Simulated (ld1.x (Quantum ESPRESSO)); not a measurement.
# Fluorine: generating and testing a TM potential

Do these settings give a usable potential? It is generated, then checked for transferability, scattering, ghosts and hardness.

Method: ld1.x (Quantum ESPRESSO) 7.5, PBE, scalar-relativistic.

**1. The atom and the settings**

The settings as typed:

```json
{"element": "fluorine (F, Z = 9)", "type": "norm-conserving Troullier–Martins (Kleinman–Bylander form)", "frozen core": "[He]", "valence charge": "7", "reference configuration": "2s2 2p5", "partial waves": "2p (bound): rc 1.45 bohr; 2s (bound): rc 0.60 bohr", "local potential": "the s channel", "core correction": "a·sin(br)/r model core inside 0.40 bohr"}
```

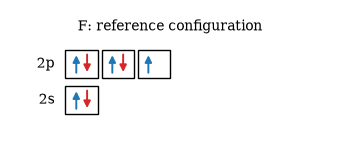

The outer shells as boxes. The arrows follow Hund's rule for the drawing; the calculation itself is spin-unpolarised.

An earlier all-electron run gives the scale for the radii.

All-electron outer shells of the reference configuration (PBE, scalar-relativistic, ld1.x):

| shell | level (eV) | outermost node (bohr) | outermost maximum (bohr) |
| --- | --- | --- | --- |
| 1s | -663.37 | – | 0.11 |
| 2s | -29.90 | 0.24 | 0.76 |
| 2p | -11.11 | – | 0.71 |

**2. Generation**

Contents of F.in:

```
 &input
   title='F', zed=9., rel=1, dft='PBE', iswitch=3,
   config='[He] 2s2 2p5',
   nld=2, rlderiv=1.60, eminld=-4.0, emaxld=5.0, deld=0.02
 /
 &inputp
   pseudotype=2, tm=.true., lloc=0,
   nlcc=.true., rcore=0.40,
   file_pseudopw='F.UPF', file_wfcaegen='ae.wfc', file_wfcncgen='nc.wfc', file_beta='beta', file_chi='chi'
 /
2
2P  2  1   5.00   0.00  1.45  1.45  0.0
2S  1  0   2.00   0.00  0.60  0.60  0.0
 &test
   configts(1)='2s2 2p5'
 /
```

On the command line:

```sh
$ ld1.x < F.in > F.out
```

The output, F.out (without the banner and most projector matrices):

```text
     Program LD1 v.7.5
     --------------------------- All-electron run ----------------------------

     F
     scalar relativistic calculation

     atomic number is  9.00
     dft =PBE   lsd =0 sic =0 latt =0  beta=0.20 tr2=1.0E-14
     Exchange-correlation= PBE
                           (   1   4   3   4   0   0   0)
     mesh =1105 r(mesh) =  99.76081 a.u. xmin = -7.00 dx = 0.01250
     1 Ry =  13.60569312 eV, c = 137.03599908

     n l     nl                  e(Ry)          e(Ha)          e(eV)
     1 0     1S 1( 2.00)       -48.7570       -24.3785      -663.3734
     2 0     2S 1( 2.00)        -2.1976        -1.0988       -29.8996
     2 1     2P 1( 5.00)        -0.8167        -0.4083       -11.1117

     final scf error:  6.3E-15 reached in  26 iterations

     Etot =    -199.489330 Ry,     -99.744665 Ha,   -2714.190600 eV

     Ekin =     199.322998 Ry,      99.661499 Ha,    2711.927538 eV
     Encl =    -477.724055 Ry,    -238.862027 Ha,   -6499.766885 eV
     Eh   =      99.339620 Ry,      49.669810 Ha,    1351.584389 eV
     Exc  =     -20.427893 Ry,     -10.213946 Ha,    -277.935642 eV

     normalization and overlap integrals

     s(1S/1S) =  1.000000  <r> =   0.1763  <r2> =    0.0420  r(max) =   0.1139
     s(2S/2S) =  1.000000  <r> =   1.0034  <r2> =    1.2282  r(max) =   0.7617
     s(2P/2P) =  1.000000  <r> =   1.1050  <r2> =    1.6384  r(max) =   0.7066

     ------------------------ End of All-electron run ------------------------

     --------------------- Generating NC pseudopotential ---------------------

      Generating local pot.: lloc=0, matching radius rcloc =   0.6000

      Computing core charge for nlcc:

       r > 0.40 : true rho core
       r < 0.40 : rho core = a sin(br)/r    a=   4.85  b=   6.66

      Integrated core pseudo-charge :   0.38

      Wfc   2P  rcut= 1.459  Using Troullier-Martins method

     ------------------- End of pseudopotential generation -------------------

     [... the all-electron block is printed once more ...]


     Computing logarithmic derivative in   1.60247
     Computing logarithmic derivative in   1.60247
     Computing the partial wave expansion
       no projector for channel:   0
     R is outside the sphere for l=    1 j= 0.00

     ---------------------- Testing the pseudopotential ----------------------

     F
     scalar relativistic calculation

     atomic number is  9.00   valence charge is  7.00
     dft =PBE   lsd =0 sic =0 latt =0  beta=0.20 tr2=1.0E-14
     mesh =1105 r(mesh) =  99.76081 xmin = -7.00 dx = 0.01250

     n l     nl             e AE (Ry)        e PS (Ry)    De AE-PS (Ry)
     1 0     2S   1( 2.00)       -2.19758       -2.19761        0.00003
     2 1     2P   1( 5.00)       -0.81670       -0.81670        0.00000

     eps = 9.3E-15  iter = 16

     Etot =    -199.489330 Ry,     -99.744665 Ha,   -2714.190600 eV
     Etotps =   -48.294691 Ry,     -24.147345 Ha,    -657.082741 eV

     Ekin =      32.217259 Ry,      16.108630 Ha,     438.338139 eV
     Encl =    -100.614184 Ry,     -50.307092 Ha,   -1368.925706 eV
     Ehrt =      41.689122 Ry,      20.844561 Ha,     567.209405 eV
     Ecxc =      -9.842333 Ry,      -4.921167 Ha,    -133.911766 eV
     (Ecc =      -0.692977 Ry,      -0.346489 Ha,      -9.428435 eV)
     Epseu=     -11.744555 Ry,      -5.872278 Ha,    -159.792812 eV

     ---------------------- End of pseudopotential test ----------------------
```

Run time: 0.81 s. Hardware: 1 thread of Neoverse-V1, shared host. This counts the later configuration tests of the new file too.

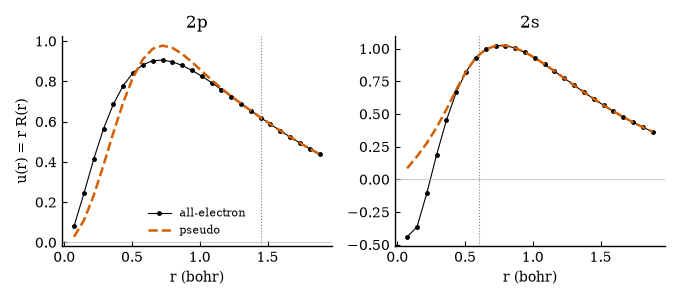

All-electron and pseudo partial waves (2p, 2s), with the matching radii dotted. The curves join 26 sampled radii.

**3. Transferability test**

Contents of F.test.in:

```
 &input
   title='F', zed=9., rel=1, dft='PBE', iswitch=2,
   config='[He] 2s2 2p5'
 /
 &test
   file_pseudo='F.UPF', nconf=8,
   configts(1)='2s2 2p5',
   configts(2)='2s2 2p4',
   configts(3)='2s2 2p3',
   configts(4)='2s2 2p2',
   configts(5)='2s2 2p1',
   configts(6)='2s1 2p5',
   configts(7)='2s1 2p6',
   configts(8)='2s2 2p5.3'
 /
```

On the command line:

```sh
$ ld1.x < F.test.in > F.test.out
```

F.test.out, the pseudopotential blocks:

```text
     ---------------------- Testing the pseudopotential ----------------------

     F
     scalar relativistic calculation

     atomic number is  9.00   valence charge is  7.00
     dft =PBE   lsd =0 sic =0 latt =0  beta=0.20 tr2=1.0E-14
     mesh =1105 r(mesh) =  99.76081 xmin = -7.00 dx = 0.01250

     n l     nl             e AE (Ry)        e PS (Ry)    De AE-PS (Ry)
     1 0     2S   1( 2.00)       -2.19758       -2.19761        0.00003
     2 1     2P   1( 5.00)       -0.81670       -0.81670        0.00000

     eps = 7.2E-16  iter = 18

     Etot =    -199.489330 Ry,     -99.744665 Ha,   -2714.190600 eV
     Etotps =   -48.294691 Ry,     -24.147345 Ha,    -657.082744 eV

     Ekin =      32.217259 Ry,      16.108629 Ha,     438.338136 eV
     Encl =    -100.614184 Ry,     -50.307092 Ha,   -1368.925706 eV
     Ehrt =      41.689122 Ry,      20.844561 Ha,     567.209404 eV
     Ecxc =      -9.842333 Ry,      -4.921167 Ha,    -133.911766 eV
     (Ecc =      -0.692977 Ry,      -0.346489 Ha,      -9.428435 eV)
     Epseu=     -11.744555 Ry,      -5.872278 Ha,    -159.792812 eV

     ---------------------- End of pseudopotential test ----------------------

     ---------------------- Testing the pseudopotential ----------------------

     F
     [...]
     n l     nl             e AE (Ry)        e PS (Ry)    De AE-PS (Ry)
     1 0     2S   1( 2.00)       -3.48292       -3.48626        0.00334
     2 1     2P   1( 4.00)       -2.08065       -2.07606       -0.00459

     eps = 1.1E-16  iter = 12

     Etot =    -198.064175 Ry,     -99.032088 Ha,   -2694.800384 eV
     Etotps =   -46.870888 Ry,     -23.435444 Ha,    -637.710916 eV
     dEtot_ae =       1.425155 Ry
     dEtot_ps =       1.423803 Ry,   Delta E=       0.001352 Ry

     [...]
     ---------------------- End of pseudopotential test ----------------------

     ---------------------- Testing the pseudopotential ----------------------

     F
     [...]
     n l     nl             e AE (Ry)        e PS (Ry)    De AE-PS (Ry)
     1 0     2S   1( 2.00)       -4.99731       -4.99786        0.00055
     2 1     2P   1( 3.00)       -3.60167       -3.57538       -0.02629  !

     eps = 7.3E-16  iter =  9

     Etot =    -195.242940 Ry,     -97.621470 Ha,   -2656.415526 eV
     Etotps =   -44.062904 Ry,     -22.031452 Ha,    -599.506345 eV
     dEtot_ae =       4.246390 Ry
     dEtot_ps =       4.231787 Ry,   Delta E=       0.014602 Ry

     [...]
     ---------------------- End of pseudopotential test ----------------------

     ---------------------- Testing the pseudopotential ----------------------

     F
     [...]
     n l     nl             e AE (Ry)        e PS (Ry)    De AE-PS (Ry)
     1 0     2S   1( 2.00)       -6.70364       -6.68522       -0.01842  !
     2 1     2P   1( 2.00)       -5.34782       -5.26657       -0.08125  !

     eps = 6.1E-15  iter =  7

     Etot =    -190.786158 Ry,     -95.393079 Ha,   -2595.777923 eV
     Etotps =   -39.656190 Ry,     -19.828095 Ha,    -539.549947 eV
     dEtot_ae =       8.703171 Ry
     dEtot_ps =       8.638501 Ry,   Delta E=       0.064670 Ry

     [...]
     ---------------------- End of pseudopotential test ----------------------

     ---------------------- Testing the pseudopotential ----------------------

     F
     [...]
     n l     nl             e AE (Ry)        e PS (Ry)    De AE-PS (Ry)
     1 0     2S   1( 2.00)       -8.57765       -8.51157       -0.06608  !
     2 1     2P   1( 1.00)       -7.29740       -7.10907       -0.18833  !

     eps = 2.3E-15  iter =  7

     Etot =    -184.479831 Ry,     -92.239915 Ha,   -2509.975963 eV
     Etotps =   -33.479222 Ry,     -16.739611 Ha,    -455.508025 eV
     dEtot_ae =      15.009499 Ry
     dEtot_ps =      14.815469 Ry,   Delta E=       0.194030 Ry

     [...]
     ---------------------- End of pseudopotential test ----------------------

     ---------------------- Testing the pseudopotential ----------------------

     F
     [...]
     n l     nl             e AE (Ry)        e PS (Ry)    De AE-PS (Ry)
     1 0     2S   1( 1.00)       -3.49542       -3.50692        0.01150  !
     2 1     2P   1( 5.00)       -2.08974       -2.09663        0.00689  !

     eps = 8.8E-15  iter = 10

     Etot =    -196.660171 Ry,     -98.330085 Ha,   -2675.697932 eV
     Etotps =   -45.460636 Ry,     -22.730318 Ha,    -618.523459 eV
     dEtot_ae =       2.829159 Ry
     dEtot_ps =       2.834055 Ry,   Delta E=      -0.004896 Ry

     [...]
     ---------------------- End of pseudopotential test ----------------------

     ---------------------- Testing the pseudopotential ----------------------

     F
     [...]
     n l     nl             e AE (Ry)        e PS (Ry)    De AE-PS (Ry)
     1 0     2S   1( 1.00)       -2.23280       -2.23463        0.00182
     2 1     2P   1( 6.00)       -0.84819       -0.85190        0.00370

     eps = 9.6E-15  iter =  9

     Etot =    -198.106554 Ry,     -99.053277 Ha,   -2695.376983 eV
     Etotps =   -46.912841 Ry,     -23.456420 Ha,    -638.281712 eV
     dEtot_ae =       1.382775 Ry
     dEtot_ps =       1.381850 Ry,   Delta E=       0.000925 Ry

     [...]
     ---------------------- End of pseudopotential test ----------------------

     ---------------------- Testing the pseudopotential ----------------------

     F
     [...]
     n l     nl             e AE (Ry)        e PS (Ry)    De AE-PS (Ry)
     1 0     2S   1( 2.00)       -1.86725       -1.86628       -0.00098
     2 1     2P   1( 5.30)       -0.49676       -0.49676       -0.00001

     eps = 3.4E-15  iter = 11

     Etot =    -199.685554 Ry,     -99.842777 Ha,   -2716.860368 eV
     Etotps =   -48.490943 Ry,     -24.245471 Ha,    -659.752885 eV
     dEtot_ae =      -0.196224 Ry
     dEtot_ps =      -0.196252 Ry,   Delta E=       0.000027 Ry

     [...]
     ---------------------- End of pseudopotential test ----------------------
```

Excitation and ionisation energies from 2s2 2p5, with the error of the potential.

```csv
valence configuration,charge,ΔE all-electron (eV),error AE − PS (meV)
2s2 2p4,+1,19.390,+18
2s2 2p3,+2,57.775,+199
2s2 2p2,+3,118.413,+880
2s2 2p1,+4,204.215,+2640
2s1 2p5,+1,38.493,-67
2s1 2p6,0,18.814,+13
2s2 2p5.3,-0.3,-2.670,+0.4
```

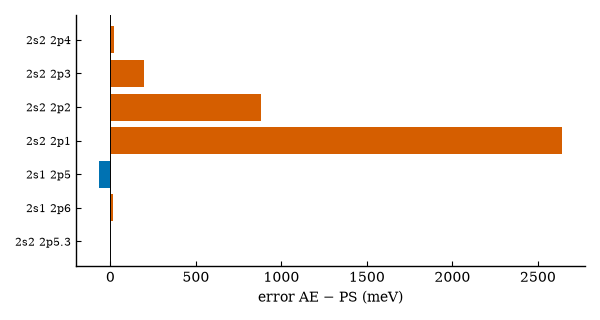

Error of the potential in each test configuration.

**4. Does it scatter like the atom?**

Taken from the files of the generation run. The phase is arctan(r·u′/u) with u = r·R, unwrapped, with energies in Ry. A pole is an energy at which the radial function vanishes at the test radius. The pseudo phase is shifted by a multiple of π to meet the all-electron one at the reference energy. Levels narrower than the energy grid can be missing from the poles. The last column is the largest difference on the grid between −1 and +1 Ry.

```tsv
channel	radius (bohr)	reference (Ry)	poles AE	poles PS	window around the reference with phases within 0.05 rad (Ry)	largest difference near zero (rad)
s	1.60	-2.20	-1.21	-1.21	the whole range	0.001
p	1.60	-0.82	0.19	0.20	below 3.5	0.005
```

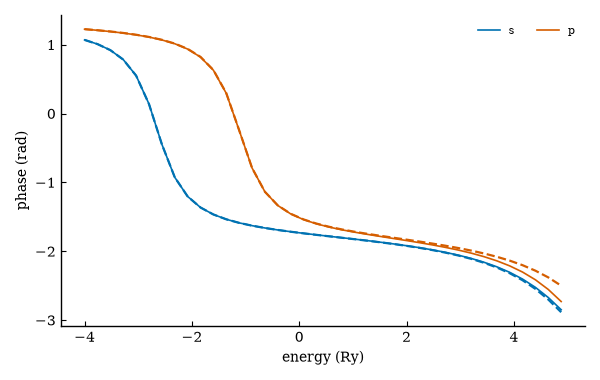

Phases by channel: all-electron solid, pseudo dashed.

**5. Plane-wave convergence, by spherical Bessel functions**

A separate test, outside the generator: the pseudo-atom's Hamiltonian at the reference potential is diagonalised in spherical Bessel functions j_l(qr) that vanish at 20 bohr, with q² up to the cutoff.

All-electron valence levels (Ry): 2p -0.8167, 2s -2.1976. The lowest levels of each channel (Ry) by cutoff; the last column sums, over occupied levels, occupation times the distance from the level at 400 Ry. A positive value at high cutoff is not a bound level.

```csv
cutoff (Ry),p #1,s #1,d #1,f #1,Σ f·Δε (mRy)
8,-0.0134,-1.8814,0.0806,0.1213,4648.5
21,-0.3065,-1.9547,0.0806,0.1213,3036.1
50,-0.7900,-2.1194,0.0806,0.1213,289.4
90,-0.8163,-2.1877,0.0806,0.1213,21.3
180,-0.8167,-2.1934,0.0806,0.1213,8.0
260,-0.8167,-2.1970,0.0806,0.1213,0.7
350,-0.8167,-2.1972,0.0806,0.1213,0.3
400,-0.8167,-2.1974,0.0806,0.1213,0.0
```

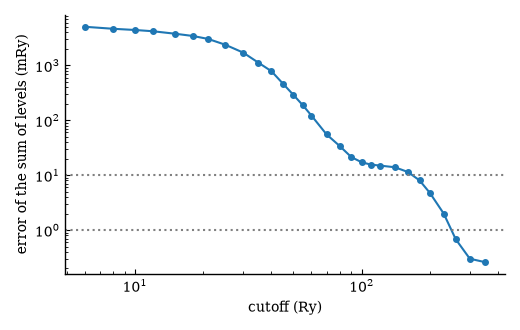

Occupation-weighted error of the valence levels against the cutoff; the dotted lines mark 10 and 1 mRy.

The sum stays within 10 mRy from 180 Ry and within 1 mRy from 260 Ry. The sum leaves out empty levels, which can need more. Ghost test: no level below the all-electron spectrum of its channel (p, s, d, f tested).

**6. Results**

```
                                                quantity                   value
               cutoffs for 10 and 1 mRy, occupied levels       180 Ry and 260 Ry
                                            bound ghosts              none found
                            largest test error (AE − PS)  +2640 meV, for 2s2 2p1
largest phase difference near zero energy, channels read               0.005 rad
```

**Reading.** The worst unpolarised test, 2s2 2p1, is off by 2640 meV on 204.2 eV; by total energies transferability rates as poor. That test lies far up in energy; among those under 40 eV, nearer to bonding, the largest error is 67 meV. By its cutoff, 180 Ry for the looser tolerance, it is very hard. The slowest occupied level is 2s: taken alone it needs 260 Ry to come within 1 mRy, against 80 Ry for 2p. The Bessel-basis test finds no level below the valence levels. Near zero energy the phases of the channels with partial waves agree within 0.005 rad.
